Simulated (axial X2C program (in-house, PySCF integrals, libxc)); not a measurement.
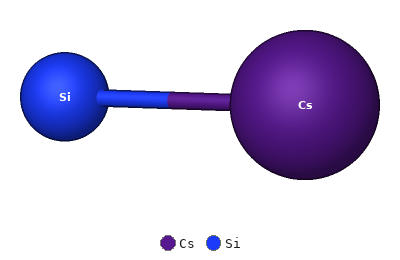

The molecule at the reference distance of 3.269 Å.

# Run report: CsSi, relativistic diatomic calculation

- system: CsSi, single determinant with Ω = 1/2 (not the lowest found).
- method: PBE0, two-component X2C with atomic mean-field Coulomb and Gaunt terms, Cs dyall-cv3z, Si dyall-v3z (cores contracted) (axial X2C program (in-house, PySCF integrals, libxc))

The input:
```
{"zs": [55, 14], "q": 0, "bas": ["dyall-cv3z", "dyall-v3z"], "levels": ["PBE0", "HF", "BP86", "r2SCAN", "PBE"], "cc": true, "r0": 3.48, "thr": -2.0, "nmax": 140}
```

The line is the task of a batch: nuclear charges, charge, bases, the levels to run, a first guess of the distance and further settings. This report covers PBE0 with spin-orbit coupling. The log is that of the reference distance 3.269 Å, started from orbitals converged before.

Hardware: 2 CPU threads, shared host.

Launched within a batch (the task file carries these settings):
```bash
python <driver script> task.json out
```

The program's output:
```
two-component X2C + atomic mean field  PBE0
basis functions 188  fitting functions 1012  grid points 5088
iter        total energy     max residual
   1      -8072.497121015     7.56e-06
   2      -8072.497121015     8.58e-06
converged
one-electron -11285.97569518  Coulomb 3308.65530758  exact exchange -52.92487188  xc functional -161.92469295  nuclear repulsion 124.64559572  atomic mean-field constant -4.97276430
```

The points of the curve:

| R (Å) | E (hartree) | dipole (D; origin at the first atom, positive when the second is positive) | highest filled (eV) | lowest empty (eV) |
| --- | --- | --- | --- | --- |
| 2.844 | −8072.486173 | −7.80 | −3.51 | −1.31 |
| 2.975 | −8072.492434 | −8.45 | −3.56 | −1.37 |
| 3.073 | −8072.495173 | −8.90 | −3.58 | −1.41 |
| 3.171 | −8072.496639 | −9.34 | −3.58 | −1.44 |
| 3.269 | −8072.497121 | −9.75 | −3.58 | −1.48 |
| 3.383 | −8072.496748 | −10.19 | −3.56 | −1.51 |
| 3.498 | −8072.495636 | −10.61 | −3.53 | −1.54 |
| 3.645 | −8072.493476 | −11.08 | −3.46 | −1.58 |
| 3.825 | −8072.490171 | −11.55 | −3.40 | −1.62 |

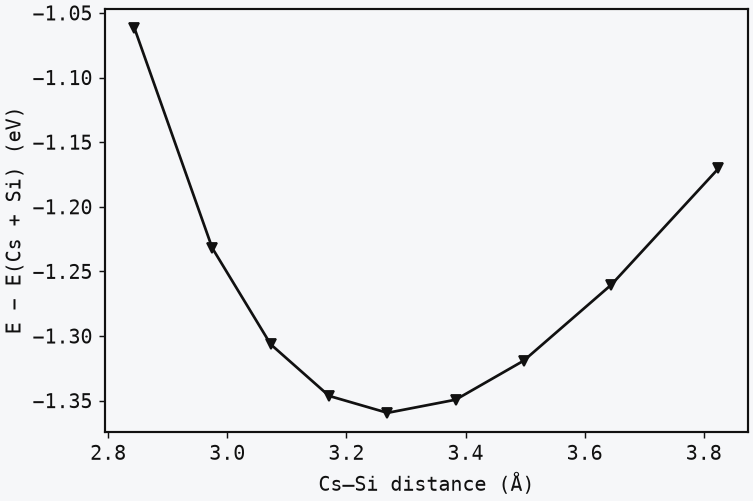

Energy at 9 bond lengths, for one set of occupations held fixed; the line joins the points. A polynomial of degree 6 through 9 points gives rₑ = 3.279 Å, ωₑ = 155.8 cm⁻¹, ωₑxₑ = 0.62 cm⁻¹ and Bₑ = 0.06786 cm⁻¹. The minimum lies 1.36 eV below Cs + Si, each computed as one determinant at the same level.

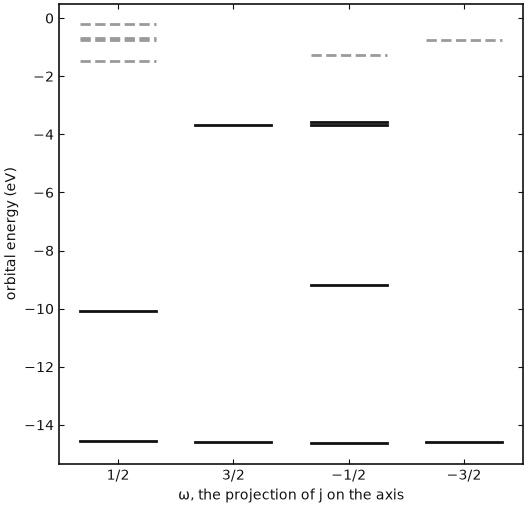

Orbital energies near the frontier at 3.27 Å, filled (solid) and empty (dashed). The highest filled spinor (−1/2; 77 % Si p, 11 % Cs s) lies at −3.58 eV, the lowest empty one (1/2; 61 % Cs s, 30 % Si p) at −1.48 eV.

Key numbers:

| quantity | value |
| --- | --- |
| outcome | converged |
| bond length rₑ | 3.279 Å |
| ωₑ | 155.8 cm⁻¹ |
| energy at the minimum | −8072.49713 hartree |
| depth below the fragments | 1.36 eV |
| wall time | 19 s (CPU time 38 s) |
